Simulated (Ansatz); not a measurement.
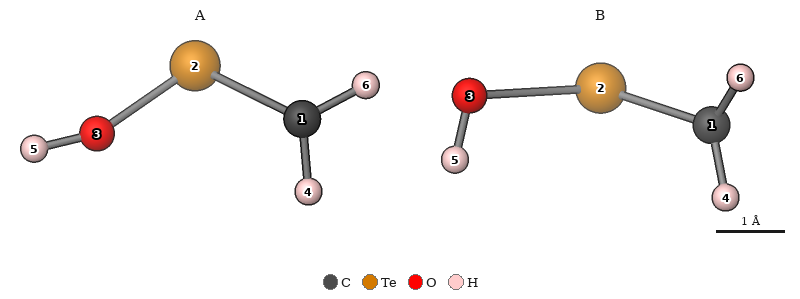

Two geometries of CH3OTe (charge −1), drawn at one scale. One is the start of a relaxation, the other its converged end. Style: ball-and-stick. Shown at a tilt.

These are results of RKS PBE-D4/def2-SVPD (Ansatz 0.2.0), not measurements. (force threshold 0.03 eV/Å; at most 250 steps)

### Which geometry has the lower energy?

Structure B is the relaxed one. It is one of the separated reactants of a reaction. The largest move after the best rigid fit is that of O3, 0.74 Å. Largest moves by element: O 0.74 Å, H 0.66 Å, C 0.48 Å, Te 0.42 Å. Some distances before and after: Te2–O3 1.875 → 2.255 Å, C1–Te2 2.172 → 2.022 Å, C1–H4 1.091 → 1.104 Å, O3–H5 0.970 → 0.975 Å. Among the angles between lasting bonds that change: Te2–O3–H5 157.3° → 101.1°, C1–Te2–O3 99.9° → 114.8°, Te2–C1–H4 109.0° → 119.7°. The energy falls by 215.0 kJ/mol in 14 geometry steps. The largest force component goes from 4.1 to 0.02 eV/Å.
